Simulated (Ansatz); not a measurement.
**Cl₄HNbO: density, localisation and related maps**

```
atom    x (Å)    y (Å)    z (Å)
  Cl   2.0854   0.1027  -1.0142
  Cl  -1.7949  -0.6372  -1.3138
  Cl  -0.3189   2.2527  -1.3452
  Cl  -0.4027   1.3977   1.7842
  Nb  -0.0332   0.2620  -0.1660
   O   0.1982  -1.3121   0.7638
   H   0.3272  -2.1338   1.2456
```

Geometry: PBE0-D4/def2-SVP; core potentials replace the inner electrons of Nb.

All numbers below come from isolated molecule in a Gaussian basis; Kohn-Sham density functional theory, functional PBE0 in Ansatz.

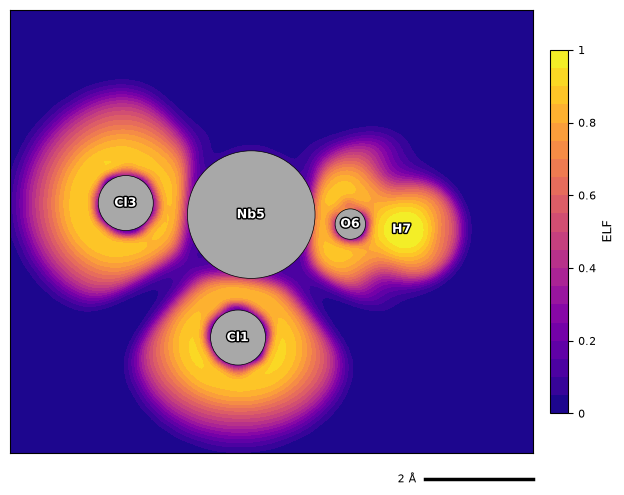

Figure 1. Electron localisation function on the plane of atoms Cl1, Nb5 and O6. Grey discs cover the atomic cores.

Interpret the plot.

Answer.
- The plane passes through Cl, Nb, O and H nuclei.
- Nb–O (1.84 Å): the ELF peaks at about 0.80 in the valence shell of O, 0.5 Å from its nucleus, and drops to about 0.25 between the two atoms.
- Nb–Cl (2.29 Å): the ELF peaks at about 0.85 in the valence shell of Cl, 0.8 Å from its nucleus, and is about 0.40 at the midpoint.
- O–H (0.96 Å): the ELF climbs to about 1 towards the hydrogen, as it does in any bond to H; a covalent bond by its length.
- Nb–Cl (2.33 Å): the ELF peaks at about 0.85 in the valence shell of Cl, 0.8 Å from its nucleus, and is about 0.35 at the midpoint.

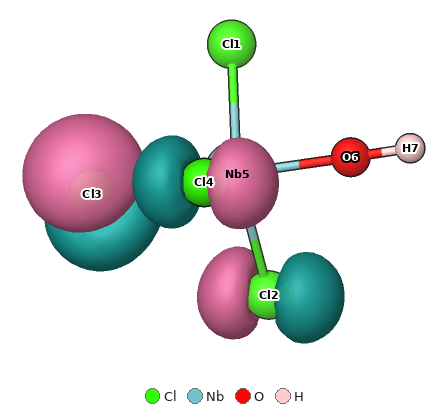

Figure 2. The HOMO at ±0.15 Å⁻³ᐟ² (teal and pink are the two phases), seen at a tilt.

What is the character of this orbital?

Answer. Its weight (Hirshfeld) is mainly on Cl3 (about 55 %), Cl2 (about 20 %) and Cl4 (about 20 %). It is one of a degenerate set, so its orientation is arbitrary. Its energy is −8.92 eV.

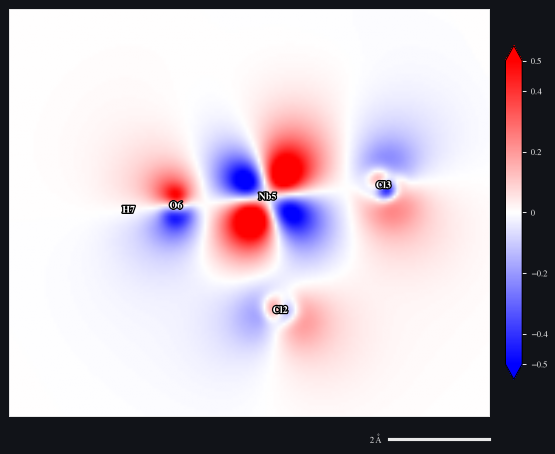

Figure 3. The LUMO on the plane of atoms Cl2, Nb5 and Cl3 (values in Å⁻³ᐟ²; the overall sign is arbitrary).

What is the character of this orbital?

Answer. It lies mainly on Nb5 (about 65 %), Cl3 (about 10 %) and O6 (about 10 %). It is one of a degenerate set, so its orientation is arbitrary. Its energy is −3.63 eV.
